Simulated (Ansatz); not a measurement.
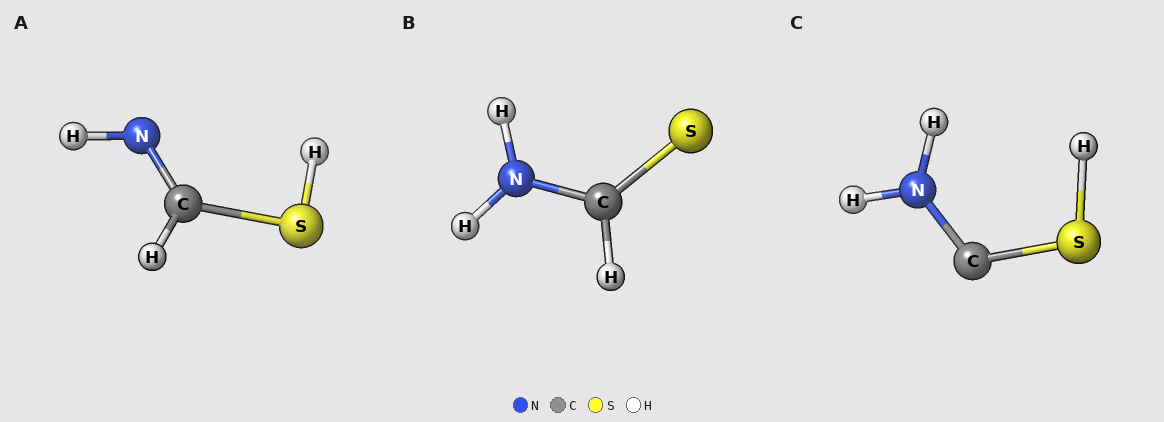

3 stationary structures of one formula. Geometries: PBE-D4/def2-SVP. Electronic energies: PBE-D4/def2-SVP (Ansatz 0.2.0), without zero-point energy. No frequency run is at hand to confirm each as a minimum.

Which is lowest in energy, and by how much?

B is lowest (Cs); A lies 0.562 eV above it (Cs), C lies 1.666 eV above it (Cs).
